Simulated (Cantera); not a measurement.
Feed: 1 mol SiHCl3, 0.57 mol C3H8, 23 mol H2, equilibrated at 2200 Pa.

Cantera equilibrium calculation (NASA polynomials, part measured and part estimated; ideal gas, pure solids and liquids). Candidate condensed phases: C, C6H6, C7H8, C8H18, Si, SiC; 109 gas species. The tables' values for SiCl are old estimates; treat these amounts as uncertain. Gases not in the tables: Si2H6 and higher silanes. Rates play no part.

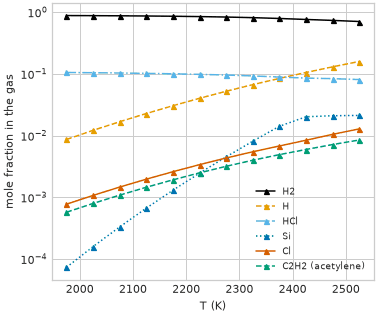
Fig. 1. Equilibrium gas composition (values under 1e-9 drawn at 1e-9)

From 1975 K to 2375 K the condensed part is C(graphite) + SiC(s). From 2425 K to 2525 K the condensed part is C(graphite). The main Si-bearing gas is SiCl2 at 1975 K and Si at 2525 K.
